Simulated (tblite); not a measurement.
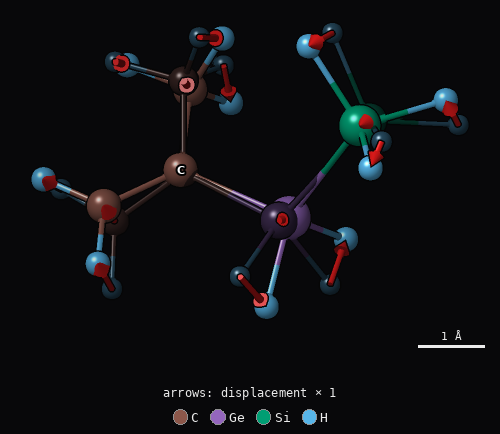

A relaxation of C$_{3}$H$_{10}$GeSi. The starting structure is drawn faded, the final one solid; red arrows show the displacements, at their true length. The two geometries are superimposed by the best rigid fit.

Style: ball-and-stick. Shown from a free direction.

Method: GFN2-xTB geometry optimisation, gas phase in tblite. 

### Atoms of which element are displaced furthest, and by how much?

Hydrogen: up to 1.07 Å, against 0.65 Å for carbon.

### Describe the change and its energy.

The largest move after the best rigid fit is that of an H atom, 1.07 Å. Largest moves by element: H 1.07 Å, C 0.65 Å, Si 0.36 Å, Ge 0.30 Å. Near-neighbour distances that change, for instance: Ge–Si 2.278 → 2.343 Å, C–Ge 1.910 → 1.967 Å, Ge–H 1.566 → 1.511 Å, C–H 1.132 → 1.089 Å. Among the angles between lasting bonds that change: Si–Ge–H 106.9° → 114.8°, H–C–H 121.4° → 116.1°, H–C–H 104.0° → 108.8°. Groups turn about C–Ge by about 55°. The energy falls by 38.9 kJ/mol in 136 geometry steps.
